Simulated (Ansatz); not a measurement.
## Computed frozen-phonon scan: TiC (rock salt)

Starting cell, TiC (rock salt):

```
TiC
1.0
    0.00000     4.33303     4.33303
    2.16652     0.00000     2.16652
    2.16652     2.16652     0.00000
C Ti
2 2
Direct
  0.00000   0.00000   0.00000
  0.50000   0.00000   0.00000
  0.25000   0.50000   0.50000
  0.75000   0.50000   0.50000
```

The atoms are displaced by Q × the pattern below (from a DFPT mode at L = (0.5, 0.0, 0.0), largest move 1; Q in Å), at fixed cell. It is one choice among 2 degenerate patterns. (q is in reciprocal vectors of the primitive cell; the cell shown is doubled to hold the pattern.)

| atom | x | y | z |
|---|---|---|---|
| Ti3 | 0.285 | -0.520 | 0.805 |
| Ti4 | -0.285 | 0.520 | -0.805 |

Atoms not listed stay in place.

Level of theory: PBE (plane waves to 420 eV, PAW, scalar-relativistic; Ansatz, an electronic-structure program). k mesh 9×18×18 (Γ-centred), Fermi-Dirac smearing 0.05 eV. E stands for the smeared free energy. With partly filled bands, energies and forces of such displacements shift with the k mesh and the smearing. TiC is run without spin polarisation. TiC was relaxed with its symmetry unable to fall. ΔE is measured from the undisplaced structure.

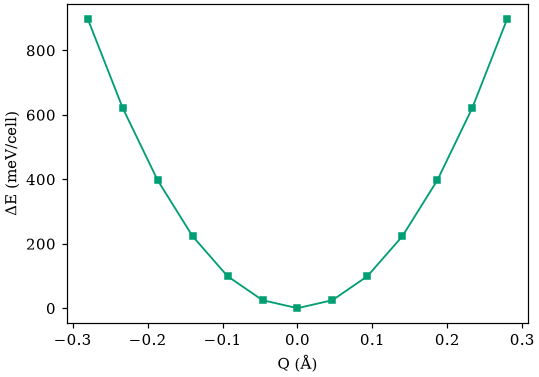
Fig. 1. ΔE (meV/cell) against Q (Å); markers are the computed points, lines only join them.

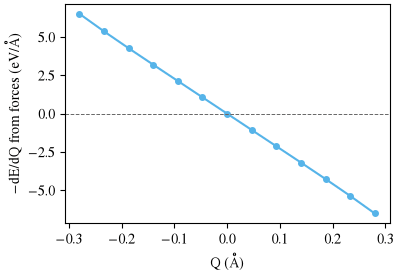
Fig. 1. −dE/dQ from forces (eV/Å) against Q (Å); one marker a computed point.

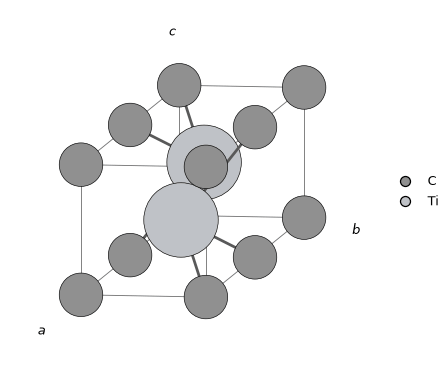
*The cell of the calculation at Q = -0.280 Å.*

The energy at Q = 0.280 Å is 899 meV/cell. Symmetry of the curve: even: the same for both signs. Space group of the distorted cell: P-1 (No. 2), lowered from Fm-3m. Harmonic wavenumber from the curvature (finite differences): 254 cm⁻¹. Shape of the curve: a single well with its minimum at or next to zero displacement.

E″ = 22.80 eV/Å², M = Σ mᵢ|uᵢ|² = 95.7 u, ν̃ = 521.5·√(|E″|/M).

(A displaced cell: forces are minus the slopes of the energy, force constants its curvatures, and phonons follow from these.)
